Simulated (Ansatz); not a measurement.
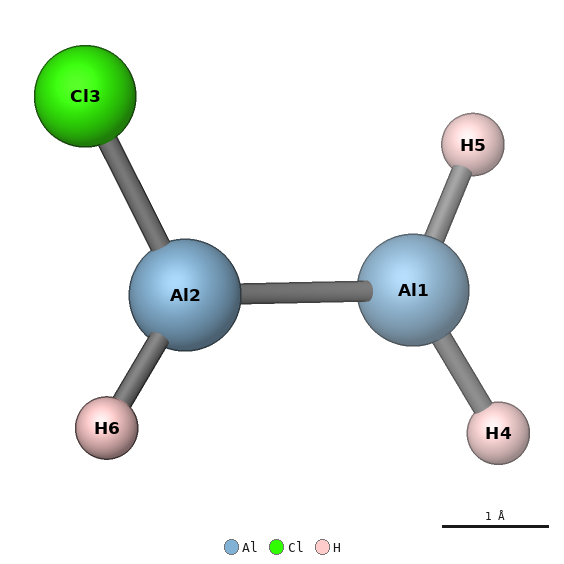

Orthographic view. Atoms fade into the background with distance from the viewer. The geometry was computed by an optimisation with PBE-D4/def2-SVP. No frequency run is at hand to confirm it as a minimum.

Give the geometry as a Z-matrix, atoms in numerical order, with these reference atoms: 2 to 1; 3 to 2, 1; 4 to 1, 2, 3; 5 to 1, 4, 2; 6 to 2, 3, 1.

```
Al 
Al   1   2.606
Cl   2   2.138   1   116.9
H    1   1.608   2   121.0   3   178.7
H    1   1.606   4   117.8   2   180.0
H    2   1.605   3   114.0   1   180.0
```
